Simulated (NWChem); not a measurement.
# Run report: AlH$_{4}$ (charge −1), energy and gradient calculation

AlH$_{4}$, charge −1, computed with HF/def2-SVP, RHF (NWChem 7.3.0).

The geometry comes from this level: GFN2-xTB.

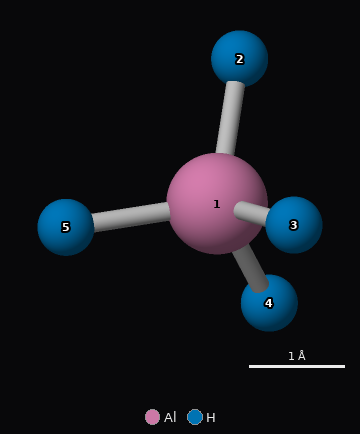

**Figure 1.** The structure (ball-and-stick view, seen at a tilt; atoms are numbered from 1 in the order of the input). Sticks mark near contacts.

Input file:
```python
from ase.io import read
from ase.calculators.nwchem import NWChem

molecule = read('mol.xyz')

calc = NWChem(
    label='mol',
    theory='scf',
    memory='2200 mb',
    basis='def2-SVP',
    basispar='spherical bse',
    charge=-1,
    scf={'nopen': '0', 'rhf': None, 'thresh': '1e-08', 'maxiter': '80'},
)
molecule.calc = calc

forces = molecule.get_forces()
print("Total energy (eV):", round(molecule.get_potential_energy(), 6))
print("forces (eV/A):")
for s, f in zip(molecule.symbols, forces):
    print(f"{s:2s} {f[0]:10.5f} {f[1]:10.5f} {f[2]:10.5f}")
print("dipole (e A):", molecule.get_dipole_moment().round(4))
```

File mol.xyz:
```
5
AlH4
Al    -0.001450    -0.001080    -0.000010
H      0.012860    -0.019320     1.627070
H      1.530040     0.013000    -0.552880
H     -0.773910     1.334120    -0.520140
H     -0.767540    -1.326720    -0.554050
```

File mol.nwi:
```
title "mol"

permanent_dir mol

scratch_dir mol

start mol

geometry units angstrom nocenter noautosym noautoz
  Al -1.4499999999999999e-03 -1.0800000000000000e-03 -1.0000000000000001e-05
  H  1.2860000000000000e-02 -1.9320000000000000e-02 1.6270700000000000e+00
  H  1.5300400000000001e+00 1.2999999999999999e-02 -5.5288000000000004e-01
  H  -7.7390999999999999e-01 1.3341200000000000e+00 -5.2014000000000005e-01
  H  -7.6754000000000000e-01 -1.3267199999999999e+00 -5.5405000000000004e-01
end

charge -1

memory 2200 mb

basis spherical bse noprint
   * library def2-SVP
end

scf
  nopen 0
  rhf
  thresh 1e-08
  maxiter 80
end

task scf gradient
```

Run as:
```bash
export ASE_NWCHEM_COMMAND="nwchem PREFIX.nwi > PREFIX.nwo"
python run.py
```

The program's output:
```
Total energy (eV): -6643.867182
forces (eV/A):
Al    0.01640    0.00859   -0.00725
H    -0.00401   -0.00807    0.26410
H     0.23829   -0.00406   -0.08917
H    -0.13005    0.20574   -0.08346
H    -0.12064   -0.20224   -0.08423
dipole (e A): [-0.002  -0.0014  0.0002]
```

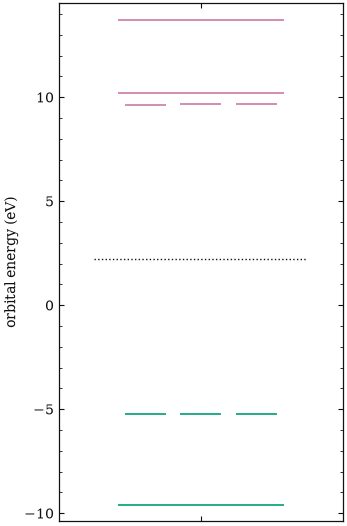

**Figure 2.** Orbital energies near the frontier; the dotted line parts filled from empty levels, and levels within 0.02 eV of each other stand side by side. Highest filled −5.23 eV, lowest empty 9.64 eV, 14.87 eV apart.

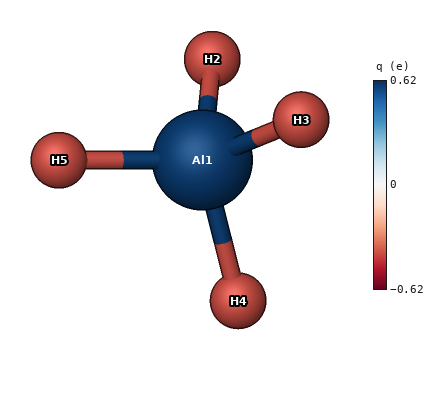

**Figure 3.** Mulliken charges, as the colour of each atom (ball-and-stick view, seen at a tilt; atoms are numbered from 1 in the order of the input). By element: Al +0.59 and H −0.40 e.

Results in brief:

```csv
quantity,value
outcome,converged
total energy,−244.157618 hartree
basis functions,38
largest force,0.264 eV/Å
HOMO,−5.23 eV
LUMO,9.64 eV
hardware,"1 thread of AMD EPYC (Zen 5), 16 GiB of memory available, shared host"
wall time,1.6 s
peak memory,0.098 GiB
```
